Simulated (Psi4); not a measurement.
# HF/6-311+G(d,p) run of CHClF2 (SMILES FC(F)Cl)

What is the vertical singlet–triplet gap of CHClF2 at HF/6-311+G**? 

The calculation is run with Psi4 1.11.

2 further runs of the same task are left out: 2 set aside as unsound or not needed.

### 1 The structure to begin with

The species is CHClF2 (5 atoms), meant as a singlet with charge 0. As SMILES, `FC(F)Cl`. The shape is that of a PBE0-D4/def2-TZVP optimisation.

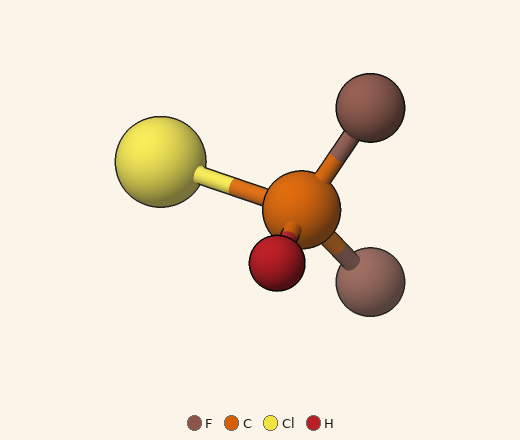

Viewed from a chosen angle; fluorine brown, carbon orange, chlorine yellow, hydrogen red.

### 2 Energy and forces at HF/6-311+G(d,p)

The input, input.dat:

```
memory 1600 MB

molecule m {
  0 1
  F      0.038900    -0.568100     1.222300
  C      0.109400     0.023600     0.028300
  F      0.844200    -0.745900    -0.776900
  Cl    -1.511000     0.208900    -0.640800
  H      0.568600     1.007800     0.125800
  units angstrom
  symmetry c1
  no_reorient
  no_com
}

set basis 6-311+G**
set puream true
set e_convergence 1e-09
set d_convergence 1e-08
set scf_type pk

e_tot, wfn = gradient('hf', return_wfn=True)
oeprop(wfn, 'WIBERG_LOWDIN_INDICES', 'MULLIKEN_CHARGES', 'LOWDIN_CHARGES', title='HF')
```

Run with:

```
$ psi4 input.dat output.dat -n 1
```

output.dat:

```text
[...]
  Running in c1 symmetry.
[...]
  Nuclear repulsion =  168.406744960820134
[...]
  Multiplicity = 1
[...]
  Nalpha       = 21
  Nbeta        = 21
[...]
    Number of basis functions: 102
[...]
   @RHF iter   1:  -696.81828506633474   -3.39104e-01   4.30037e-03 ADIIS/DIIS
[...]
   @RHF iter  11:  -696.89729886554346   -8.18545e-12   5.88936e-09 DIIS
[...]
    Orbital Energies [Eh]
    ---------------------
    Doubly Occupied:
       1A   -104.864805     2A    -26.350625     3A    -26.350579
       4A    -11.493192     5A    -10.592059     6A     -8.060360
       7A     -8.057142     8A     -8.057113     9A     -1.714715
      10A     -1.645856    11A     -1.169229    12A     -0.961300
      13A     -0.828221    14A     -0.806581    15A     -0.777295
      16A     -0.703571    17A     -0.668186    18A     -0.656278
      19A     -0.557615    20A     -0.491236    21A     -0.486561
[...]
  @RHF Final Energy:  -696.89729886554346
   => Energetics <=
    Nuclear Repulsion Energy =            168.4067449608201343
    One-Electron Energy =               -1300.0230477201782833
    Two-Electron Energy =                 434.7190038938147154
    Total Energy =                       -696.8972988655434619
[...]
 Multipole Moments:
 ------------------------------------------------------------------------------------
     Multipole            Electronic (a.u.)      Nuclear  (a.u.)        Total (a.u.)
 ------------------------------------------------------------------------------------
 L = 1.  Multiply by 2.5417464519 to convert [e a0] to [Debye]
 Dipole X            :         31.4005738          -31.2071262            0.1934476
 Dipole Y            :         14.1299190          -13.4648656            0.6650534
 Dipole Z            :         12.4706867          -12.4521613            0.0185254
 Magnitude           :                                                    0.6928645
[...]
  -Total Gradient:
     Atom            X                  Y                   Z
    ------   -----------------  -----------------  -----------------
       1       -0.001644375837    -0.006633938071     0.016071007947
       2       -0.007435053527     0.002762748569    -0.003317321834
       3        0.009437459938    -0.009052796273    -0.011473299665
       4       -0.004040038996     0.001521596338    -0.001755767204
       5        0.003682008434     0.011402389439     0.000475380762
[...]
  Mulliken Charges: (a.u.)
   Center  Symbol    Alpha    Beta     Spin     Total
       1     F     4.56627  4.56627  0.00000 -0.13254
       2     C     3.02474  3.02474  0.00000 -0.04949
       3     F     4.56621  4.56621  0.00000 -0.13243
       4    CL     8.43872  8.43872  0.00000  0.12256
       5     H     0.40405  0.40405  0.00000  0.19190
   Total alpha = 21.00000, Total beta = 21.00000, Total charge = -0.00000
  Lowdin Charges: (a.u.)
   Center  Symbol    Alpha    Beta     Spin     Total
       1     F     4.57588  4.57588  0.00000 -0.15176
[...]
```

Wall time 13 s (1 thread of AMD EPYC, shared host); peak memory 0.39 GiB.

### 3 The triplet: the energy at UHF/6-311+G(d,p)

The input, input.in:

```
memory 1600 MB

molecule {
  0 3
  F      0.038900    -0.568100     1.222300
  C      0.109400     0.023600     0.028300
  F      0.844200    -0.745900    -0.776900
  Cl    -1.511000     0.208900    -0.640800
  H      0.568600     1.007800     0.125800
  symmetry c1
}

set {
  basis         6-311+G**
  reference     uhf
  puream        true
  e_convergence 1e-09
  d_convergence 1e-08
  scf_type      pk
  maxiter       200
}

energy("hf")
```

Run with:

```
$ psi4 -n 1 input.in input.out
```

input.out:

```text
[...]
  Running in c1 symmetry.
[...]
  Nuclear repulsion =  168.406744960820134
[...]
  Multiplicity = 3
[...]
  Nalpha       = 22
  Nbeta        = 20
[...]
    Number of basis functions: 102
[...]
   @UHF iter   1:  -696.52058462800267   -4.14034e-02   3.91073e-03 DIIS/ADIIS
[...]
   @UHF iter  19:  -696.63775052702943   -7.84439e-12   7.27578e-09 DIIS
[...]
   @S^2 Observed:                2.013707977E+00
[...]
    Orbital Energies [Eh]
    ---------------------
    Alpha Occupied:
       1A   -104.951086     2A    -26.322255     3A    -26.322214
       4A    -11.391209     5A    -10.675052     6A     -8.158957
       7A     -8.139860     8A     -8.133673     9A     -1.688009
      10A     -1.618329    11A     -1.262871    12A     -0.969892
      13A     -0.807207    14A     -0.796964    15A     -0.780918
      16A     -0.684087    17A     -0.669159    18A     -0.642787
      19A     -0.626579    20A     -0.570646    21A     -0.560381
      22A     -0.215516
    Alpha Virtual:
      23A      0.065466    24A      0.090198    25A      0.103416
[...]
  @UHF Final Energy:  -696.63775052702943
   => Energetics <=
    Nuclear Repulsion Energy =            168.4067449608201343
    One-Electron Energy =               -1299.5192124717866591
    Two-Electron Energy =                 434.4747169839371281
    Total Energy =                       -696.6377505270294250
  UHF NO Occupations:
  HONO-2 :   20  A 1.9964318
  HONO-1 :   21  A 1.0000000
[...]
 Multipole Moments:
 ------------------------------------------------------------------------------------
     Multipole            Electronic (a.u.)      Nuclear  (a.u.)        Total (a.u.)
 ------------------------------------------------------------------------------------
 L = 1.  Multiply by 2.5417464519 to convert [e a0] to [Debye]
 Dipole X            :         -0.5367991            0.3419783           -0.1948208
 Dipole Y            :         -0.9719686            1.6382840            0.6663155
 Dipole Z            :         -0.1299896           -0.0079884           -0.1379780
 Magnitude           :                                                    0.7077919
[...]
```

Wall time 8.1 s (1 thread of AMD EPYC, shared host); peak memory 0.39 GiB.

### 4 Outcome

Level: HF/6-311+G**.

| quantity | value |
| --- | --- |
| singlet: total energy | -696.89730 Eh |
| singlet: dipole moment | 1.76 D |
| singlet: HOMO energy | -13.24 eV |
| singlet: LUMO energy | 1.86 eV |
| singlet: HOMO–LUMO gap | 15.10 eV |
| singlet: largest force on an atom | 0.898 eV/Å |
| triplet: total energy | -696.63775 Eh |
| triplet: dipole moment | 1.80 D |
| triplet: HOMO energy (highest over α and β) | -5.86 eV |
| triplet: LUMO energy (lowest over α and β) | -2.28 eV |
| triplet: ⟨S²⟩ | 2.014 |
| vertical energy of the triplet above the singlet | 7.063 eV |

**Reading.** At this shape the triplet lies 7.06 eV (681 kJ/mol) above the singlet. The largest force (singlet) is 0.90 eV/Å: the shape isn't a stationary point for this species at this level. Mulliken charges (singlet) run from -0.13 on F1 to +0.19 on H5; in a basis this large or diffuse they mean little.
